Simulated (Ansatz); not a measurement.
# SnSeS monolayer, Janus: from the cell to its phonons, part 2 of 3

How does SnSeS monolayer, Janus vibrate, and is this structure a minimum?

Ansatz 0.2.0; DFT LDA, scalar-relativistic, plane waves, PAW.

So far. Step 4 (Tight relaxation): The largest force component left is 0.38 meV/Å, within the tolerances set.

### Step 5. Zone-centre response

The zone centre comes first: it holds the modes that light can see, as far as symmetry allows. The response to a homogeneous field gives the Born charges and the dielectric tensor, and its change with displacement the Raman tensors.

input.yaml

```yaml
crystal:
  lattice:
    - [3.693866742, 0.0, 0.0]
    - [-1.846933371, 3.1989824368, 0.0]
    - [0.0, 0.0, 30.0]
  atoms:
    - { symbol: Sn, position: [0.0, 0.0, 0.3339030727] }
    - { symbol: S, position: [0.3333333333, 0.6666666667, 0.3821444804] }
    - { symbol: Se, position: [0.6666666667, 0.3333333333, 0.2806191135] }
  periodic: [true, true, false]
kpoints:
  mp_grid: { grid: [12, 12, 1] }
hamiltonian:
  xc: lda
scf:
  occupations: { method: fixed }
output:
  eigenvalues: true
phonons:
  method: dfpt
  dielectric: true
  raman: true
```

On the command line:

```console
$ ansatz run input.yaml --threads 8 --pin off --max-ram 14336MiB --backend cpu --events-out ev --progress --plain --runs-dir out
```

Numbers of over 12 decimals in the logs are rounded to 6 here.

The log of the run:

```text
Warning: phonons.dielectric: true without phonons.rigid_motions: the static dielectric tensor ε⁰ will be withheld (ε∞, Z* and the rows of modes are given); for a crystal or a slab, whose only rigid motions are the translations, set phonons.rigid_motions: translations
[...]
Crystal: 3 atoms, lattice volume = 354.498 Å³
Basis set: ecut = 420 eV, 6977 PW (Γ), exchange–correlation on 50×50×432 points (8 copies of the dense FFT grid, shifted against one another)
Bands: 22, of which v1, the nominal top of the filled ones, is band 18 counted from 1 (17 counted from 0)
Symmetry: 6 space group operations
k-points: 43 of 144 (irreducible under 2 space group operations, time reversal used)
[...]
SCF iter   1: F=—  HF=-12133.250346 eV  |F-HF|=—  |Δ(HF+E_count)|=         —  Δρ=3.52e-3  dr2=1.10e-1  ethr=1.77e-3  ⟨swp⟩=7.7  Hψ=5018  notcnv=0  defer=87
[...]
SCF iter  12: F=-12133.232034 eV  HF=-12133.232034 eV  |F-HF|=1.26e-10  |Δ(HF+E_count)|=  4.55e-11  Δρ=5.34e-8  dr2=7.54e-11  ethr=1.00e-12  ⟨swp⟩=8.4  Hψ=4788  notcnv=0
SCF 1 converged in 12 iterations: F = -12133.232034 eV  dr2 = 7.54e-11
[...]
DFPT response loops at Γ: preconditioner auto → none (the input reference at scf.mixing.eps_inf says where Resta's filter doesn't serve); β = 0.50; Broyden in place of MSR1
── the response to a field inside a basis, on 16×16×2 k-points: an SCF that follows is theirs, and a resumed run solves both again ──
Bands: 19, of which v1, the nominal top of the filled ones, is band 18 counted from 1 (17 counted from 0)
k-points: 136 of 512 (irreducible under 2 space group operations, time reversal used)
[...]
Eigensolver: Dense (136 Hₖ)
SCF iter   1: F=—  HF=-12133.225507 eV  |F-HF|=—  |Δ(HF+E_count)|=         —  Δρ=4.83e-5  dr2=2.34e-6  ethr=1.00e-1
[...]
SCF iter   7: F=-12133.225508 eV  HF=-12133.225508 eV  |F-HF|=7.28e-12  |Δ(HF+E_count)|=  1.55e-10  Δρ=1.02e-7  dr2=1.97e-11  ethr=1.77e-12
SCF 1 converged in 7 iterations: F = -12133.225508 eV  dr2 = 1.97e-11
[...]
SCF converged after 12 iterations
Free energy (F): -12133.232034 eV
[...]
Internal energy: -12133.232034 eV  (E = F + TS)
E sigma→0 (E₀):  -12133.232034 eV
Fermi energy:    -6.297110 eV
[...]
--- Band table (eV; the first three rows and the last of 43) ---
  k-point 0: bands = [... 14 lower, -7.2574, -7.2574, -6.2971, -6.2971, -4.5507, -3.0839, -1.5121, -1.5121]
  k-point 1: bands = [... 14 lower, -7.5894, -7.4250, -6.7886, -6.3085, -4.1783, -2.6204, -1.6868, -1.3317]
  k-point 2: bands = [... 14 lower, -7.8076, -7.6916, -7.4582, -6.3777, -3.9041, -2.3140, -1.1994, -0.9093]
  k-point 42: bands = [... 14 lower, -9.9759, -9.0288, -7.7383, -6.9748, -4.2023, -1.3640, -0.5643, 0.0625]
--- Phonons (Γ-DFPT): 6 representative perturbations + reference, on 43 of 144 k-points (Σ response iterations 27) ---
  k mesh reduced under 2 symmetry operations, with k and −k counted as one. Each operation leaves every solved perturbation unchanged. A smaller set is not considered because the run solves the response to a homogeneous field
  ASR residual: 1.597e-4 → 0.000e0 eV/Å²; symmetrization residual: 2.741e-5 eV/Å²
  ASR residual per site (eV/Å²): 5.55e-5 1.60e-4 8.93e-5
  Γ frequencies (cm⁻¹): 0.00 0.00 0.00 136.25 136.25 192.03 192.03 225.47 329.51
  ε∞ (high-frequency dielectric tensor):
        2.817165     0.000000     0.000000
        0.000000     2.817165    -0.000000
        0.000000    -0.000000     1.167930
  α∞ (the layer's polarisability for a field applied outside it; Å, Gaussian; ε∞ is over the cell's 30.000 Å):
        4.338161     0.000000     0.000000
        0.000000     4.338161    -0.000000
        0.000000    -0.000000     0.400904
  ε⁰ (static dielectric tensor): not given — the deck does not say what the cell's rigid motions are, and on a molecule in a box or a wire the rigid rotations would enter the sum over the modes at Γ. For a crystal or a slab, whose only rigid motions are the translations, set phonons.rigid_motions: translations.
  Born effective charges Z* (e; rows j = field, columns β = displacement):
    site 0:
         4.85513    0.00000    0.00000
        -0.00000    4.85513    0.00000
         0.00000    0.00000    0.31093
    site 1:
        -2.39069   -0.00000    0.00000
         0.00000   -2.39069   -0.00000
         0.00000    0.00000   -0.17129
    site 2:
        -2.46444    0.00000   -0.00000
        -0.00000   -2.46444   -0.00000
         0.00000   -0.00000   -0.13964
  Z* charge neutrality: 2.350e-3 e pre-enforcement
  solved inside a basis spanned on kpoints, on 16×16×2 k-points: ε∞ is read to err by 9.5e-3, Z* by 2.2e-2 e (field_mesh: kpoints solves on kpoints); Z* is corrected for what the basis lacks
  Raman tensors (in the event stream and the table raman_tensors.tsv): an entry may err by 8.3e0 Å², one of the second-order susceptibility by 4.0e0 pm/V (basis, points and sum rule); their sum over the sites missed zero by 8.336e-5 Å² ahead of its enforcement
  optical modes at Γ without the LO–TO term, one row a degenerate level:
      ω (cm⁻¹)  modes    IR ((D/Å)²/amu)  static Raman (Å⁴/amu)  depolarisation
        136.25      2             3.4846                28.5803           0.750
        192.03      2            17.4522                 0.2391           0.750
        225.47      1             0.0034              1089.6472           0.117
        329.51      1             0.0422                11.2187           0.074
```

Elapsed: 3.5 min, on 8 threads of Intel Xeon 6975P-C (Granite Rapids), shared host; peak memory 3.5 GiB; 25 min of CPU time.

This step gave:

```yaml
sum_rule_residual_before_enforcement: 1.60e-4 eV/Å²
miss_of_the_charge_sum_rule: 0.002350 e
estimated_error_of_the_dielectric_tensor: 0.009460
estimated_error_of_the_born_charges: 0.02199 e
point_group: 3m
highest_optical_mode_at_the_zone_centre_no_lo_to_term: 329.5 cm⁻¹
lowest_optical_zone_centre_mode: 136.2 cm⁻¹
largest_born_charge_third_of_the_trace: 3.340 e
```

Without the LO-TO term. Patterns of degenerate modes are one choice out of their space. The modes at Γ (shares of kinetic energy by element, %):

```csv
mode,frequency (cm⁻¹),symmetry,Sn %,S %,Se %
1,0.0,acoustic,52,14,34
2,0.0,acoustic,52,14,34
3,0.0,acoustic,52,14,34
4,136.2,E,22,14,65
5,136.2,E,22,14,65
6,192.0,E,27,72,1
7,192.0,E,27,72,1
8,225.5,A1,19,18,64
9,329.5,A1,30,68,2
```

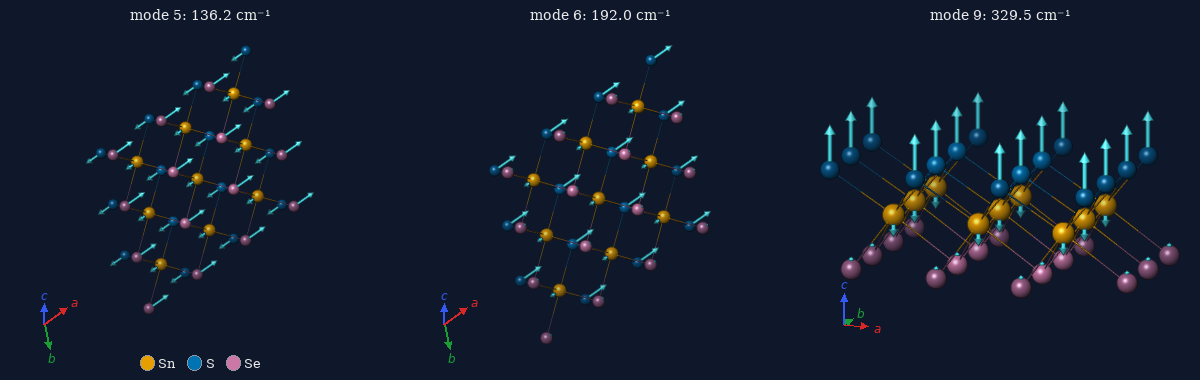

Displacement patterns of modes 5, 6 and 9 at Γ; arrows are exaggerated. 2×2×1 cells are drawn. Some periodic images of atoms are drawn too.

High-frequency dielectric tensor, averaged over the cell of height 30.0 Å or as lengthened by the program, vacuum included. Tensor:

```csv
,x,y,z
x,2.817,0,0
y,0,2.817,0
z,0,0,1.168
```

Born charge (rows field, columns displacement) (e), principal values of the symmetric part by kind of site:

```csv
atom,atoms with these values,low,middle,high,mean
Sn1,1,0.31,4.86,4.86,3.34
S2,1,-2.39,-2.39,-0.17,-1.65
Se3,1,-2.46,-2.46,-0.14,-1.69
```

In full for Se3:

```
-2.46  0.00  0.00
 0.00 -2.46  0.00
 0.00  0.00 -0.14
```

Transverse modes. Infrared lines, with heights relative to the strongest:

```csv
position (cm⁻¹),label,relative intensity
136,E,20
192,E,100
226,A1,0.0
330,A1,0.2
```

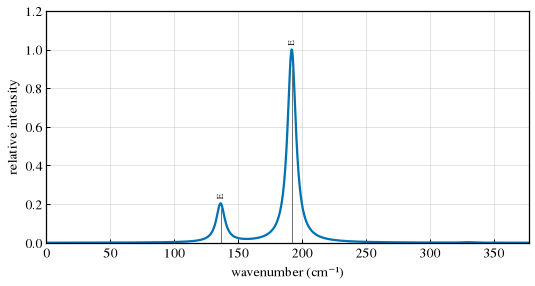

The infrared spectrum, broadened with Lorentzians of width 8 cm⁻¹; bars mark the lines.

Activity x (w_L - w)^4 (n + 1)/w, 532 nm, 300 K; the tensors are static ones, while 532 nm light lies above the computed direct gap, where resonance would change the heights. Raman lines, with heights relative to the strongest:

```csv
position (cm⁻¹),label,relative intensity
136,E,6.1
192,E,0.0
226,A1,100
330,A1,0.6
```

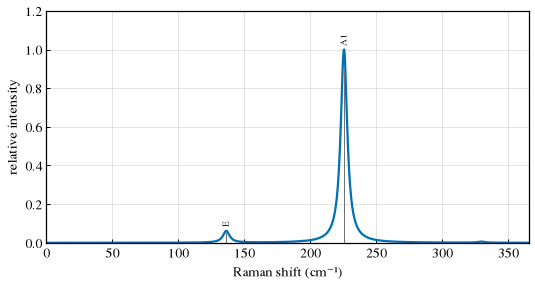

The Raman spectrum, broadened with Lorentzians of width 6 cm⁻¹; bars mark the lines.

Before it was imposed, the acoustic sum rule was missed by 1.6e-4 eV/Å² and the charge sum rule by 0.0023 e. Small misses are needed for a sound result but don't prove that mesh and cutoff are converged. The lowest optical mode is real, 136 cm⁻¹.

### Step 6. Response at finite wavevector

Stability and thermal properties need the whole zone. Linear response on a 6×6×1 q mesh gives force constants as far as a supercell of that size would, and the tensors from the zone-centre run are typed in so that the long-range dipole term is interpolated apart.

input.yaml, the sections that differ from step 5:

```yaml
phonons:
  method: dfpt
  qmesh: [6, 6, 1]
  temperatures: { t_max: 1000, t_step: 50 }
  qpath:
    path:
      - [0.0, 0.0, 0.0]
      - [0.5, 0.0, 0.0]
      - [0.33333333, 0.33333333, 0.0]
      - [0.0, 0.0, 0.0]
    npoints: 10
  isolated: true
  non_analytic_term:
    high_frequency_dielectric_tensor: [[2.8172, 0.0, 0.0], [0.0, 2.8172, 0.0], [0.0, 0.0, 1.1679]]
    born_effective_charges:
      - { species: Sn, tensor: [[4.8551, 0.0, 0.0], [0.0, 4.8551, 0.0], [0.0, 0.0, 0.3109]] }
      - { species: S, tensor: [[-2.3907, 0.0, 0.0], [0.0, -2.3907, 0.0], [0.0, 0.0, -0.1713]] }
      - { species: Se, tensor: [[-2.4644, 0.0, 0.0], [0.0, -2.4644, 0.0], [0.0, 0.0, -0.1396]] }
    source: "zone-centre run at this cell"
# crystal, kpoints, hamiltonian, scf, output: as in step 5
```

The log of the run:

```text
Warning: phonons: the dynamical matrix that this run interpolates holds no multipole term above the dipole-dipole one, and a site of this crystal is no centre of inversion, so its interpolated transverse optical and acoustic branches and sound speeds can stay off near Gamma, and the density of states and the thermodynamics with them. What a run solves at a wave vector of phonons.qpoints, Gamma apart, where the deck admits one, is free of this, and under fd what a larger phonons.supercell samples
[...]
Crystal: 3 atoms, lattice volume = 354.498 Å³
Basis set: ecut = 420 eV, 6977 PW (Γ), exchange–correlation on 50×50×432 points (8 copies of the dense FFT grid, shifted against one another)
Bands: 22, of which v1, the nominal top of the filled ones, is band 18 counted from 1 (17 counted from 0)
Symmetry: 6 space group operations
k-points: 19 of 144 (time reversal used)
[...]
SCF iter   1: F=—  HF=-12133.250259 eV  |F-HF|=—  |Δ(HF+E_count)|=         —  Δρ=3.52e-3  dr2=1.10e-1  ethr=1.77e-3  ⟨swp⟩=7.7  Hψ=2208  notcnv=0  defer=37
[...]
SCF iter  12: F=-12133.232034 eV  HF=-12133.232034 eV  |F-HF|=3.64e-11  |Δ(HF+E_count)|=  7.28e-12  Δρ=2.13e-8  dr2=5.54e-12  ethr=1.00e-12  ⟨swp⟩=22.4  Hψ=3789  notcnv=0
SCF 1 converged in 12 iterations: F = -12133.232034 eV  dr2 = 5.54e-12
[...]
NSCF: frozen V_eff on 19 k-points
[...]
DFPT response loops at q = (0, 0, 0) (fractional): preconditioner auto → none (the input reference at scf.mixing.eps_inf says where Resta's filter doesn't serve); β = 0.50; Broyden in place of MSR1
[...]
SCF converged after 12 iterations
Free energy (F): -12133.232034 eV
[...]
Internal energy: -12133.232034 eV  (E = F + TS)
E sigma→0 (E₀):  -12133.232034 eV
Fermi energy:    -6.297109 eV
[...]
--- Band table (eV; the first three rows and the last of 19) ---
  k-point 0: bands = [... 14 lower, -7.2574, -7.2574, -6.2971, -6.2971, -4.5507, -3.0839, -1.5121, -1.5121]
  k-point 1: bands = [... 14 lower, -7.5894, -7.4250, -6.7886, -6.3085, -4.1783, -2.6204, -1.6869, -1.3317]
  k-point 2: bands = [... 14 lower, -7.8076, -7.6916, -7.4582, -6.3777, -3.9041, -2.3140, -1.1994, -0.9093]
  k-point 18: bands = [... 14 lower, -10.1948, -9.9306, -7.4209, -7.2601, -4.3104, -0.9348, -0.8331, 0.5094]
--- Phonons (Γ-DFPT): 6 representative perturbations + reference (Σ response iterations 24) ---
  ASR residual: 8.010e-5 → 0.000e0 eV/Å²; symmetrization residual: 2.590e-5 eV/Å²
  ASR residual per site (eV/Å²): 2.62e-5 8.01e-5 2.84e-5
  Γ frequencies (cm⁻¹): 0.00 0.00 0.00 136.25 136.25 192.03 192.03 225.47 329.51
--- Phonons (arbitrary-q DFPT): 7 irreducible q on the 6×6×1 mesh ---
  q = [0.0000, 0.0000, 0.0000] (star 1, of the zone-centre solve; hermiticity 2.84e-6, symmetrization 3.24e-12): -0.00 -0.00 0.00 136.25 136.25 192.03 192.03 225.47 329.51
  q = [0.0000, 0.1667, 0.0000] (star 6, 9 solved perturbations on 78 of 144 k-point pairs; hermiticity 2.78e-6, symmetrization 1.55e-10): 18.83 44.83 76.57 136.48 169.13 195.56 215.79 254.61 307.14
[...]
q = [0.1667, 0.1667, 0.0000] (star 6, 6 solved perturbations in 666 linear systems a pass and spin channel, the states on 144 of 144 k-point pairs; hermiticity 1.02e-6, symmetrization 9.46e-11): 38.63 80.72 107.99 146.56 178.75 196.12 217.34 253.92 290.93
[...]
sum rule: each row above includes the acoustic sum rule's correction from the zone centre's row sums; it moved no ω² by more than (0.82 cm⁻¹)²
  mesh force constants: q→R imaginary residual 1.44e-16; ASR residual 8.010e-5 → 0.000e0 eV/Å²; symmetrization residual 2.665e-15 eV/Å²
  interpolated dispersion: 31 rows × 9 modes
  density of states and harmonic sums: on the 24×24×1 q-mesh, interpolated from the force constants of a 6×6×1 supercell (with the dipole–dipole term of supplied tensors)
  largest difference from the sums on the solved wave vectors: F 2.56e-2 eV, S 3.15e-5 and C_V 5.83e-6 eV/K
  zero-point energy: 0.094123 eV/cell   skipped modes (ω ≤ 0): 4, of them read as no rigid motion or as one in doubt: 1 (1.042e-2 modes/cell left out, lowest -2.79 cm⁻¹)   left out of the sums: 1.74e-3 of the cell's modes: C_V's classical limit lies that fraction below 3 k_B per atom; for a crystal, a wire or a layer, F and S can be off by more, and a phonons.interpolated_qmesh denser along its periods is the remedy for the sampling
```

Elapsed: 4.6 min, on 8 threads; peak memory 2.9 GiB; 34 min of CPU time.

Numbers from this step:

| Item | Value |
| --- | --- |
| sum-rule residual before enforcement | 8.01e-5 eV/Å² |
| lowest frequency on the path | -2.816 cm⁻¹ |
| highest frequency on the path or at a solved wavevector | 329.5 cm⁻¹ |
| lowest mode on the q mesh (acoustic modes at Γ apart) | 18.83 cm⁻¹ |

Frequencies (cm⁻¹) solved at each irreducible wavevector; negative means imaginary. Frequencies by wavevector, by row:

```csv
q in reciprocal lattice units,star,mode 1,mode 2,mode 3,mode 4,mode 5,mode 6,mode 7,mode 8,mode 9
0 0 0,1,0,0,0,136.2,136.2,192,192,225.5,329.5
0 0.1667 0,6,18.8,44.8,76.6,136.5,169.1,195.6,215.8,254.6,307.1
0 0.3333 0,6,47.3,70.4,126.3,134.1,181.2,201.6,207.1,258.4,290.4
0 -0.5 0,3,61.9,77.7,133.3,139.5,174.3,204.4,209.6,261.2,285.8
0.1667 0.1667 0,6,38.6,80.7,108,146.6,178.8,196.1,217.3,253.9,290.9
0.1667 0.3333 0,12,57.8,99.8,130.1,150.4,174.1,196.1,225.1,255.8,281.5
0.3333 0.3333 0,2,61.2,116.5,134.1,161.4,169.1,187.9,241.4,250.1,276.1
```

Interpolated from a 6×6×1 q mesh, with the LO-TO term (at Γ the limit along the path; where Γ stands inside the path, tables give the limit on arrival). The phonon branches at the labelled points (cm⁻¹):

```csv
point,branch 1,branch 2,branch 3,branch 4,branch 5,branch 6,branch 7,branch 8,branch 9
Γ,0,0,0,136,136,192,192,226,330
M,62,78,133,140,174,204,210,261,286
K,61,116,134,162,169,188,241,250,276
Γ,0,0,0,136,136,192,192,226,330
```

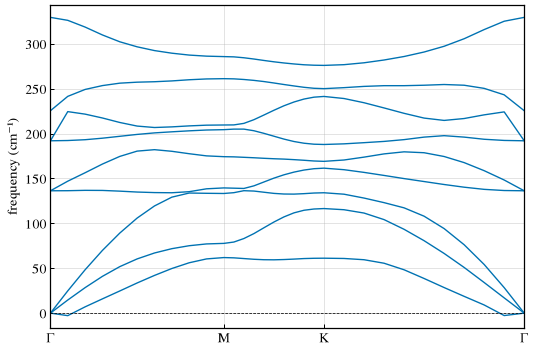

Phonon branches along the path.

The phonon density of states has structure finer than the step of the table below, so its rows give means over 25 cm⁻¹, whole bins alone (the curve runs from -2.5 to 332 cm⁻¹). Peaks (cm⁻¹: height): 57.5: 0.0707, 137.5: 0.0887, 177.5: 0.0846, 197.5: 0.0829, 212.5: 0.0529, 257.5: 0.102, 287.5: 0.0518.

Tetrahedra on a 24×24×1 mesh, mean over bins of 5 cm-1. Interpolated from a 6×6×1 q mesh. The phonon density of states by wavenumber; means over each step:

```csv
wavenumber (cm⁻¹),phonon density of states (1/cm⁻¹/cell)
25,0.0116
50,0.0340
75,0.0223
100,0.0193
125,0.0382
150,0.0340
175,0.0388
200,0.0507
225,0.0269
250,0.0400
275,0.0215
300,0.0172
```

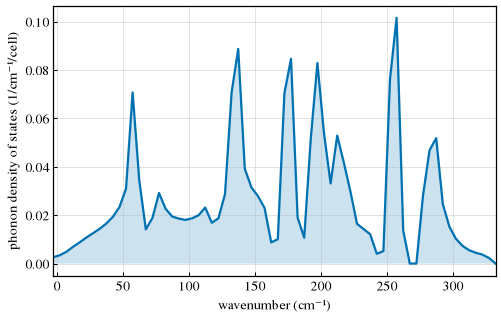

Phonon density of states against wavenumber.

[end of part 2 of 3]

[Logs are printed without paths, hosts, clocks, repeated set-up lines and the standing remarks that a program may print on its own settings, such as how far it seeks lower states.]

[Hosts, paths, dates, database ids (printed as entryN), source tags and the programs' standing remarks are cut or masked in the printed files.]
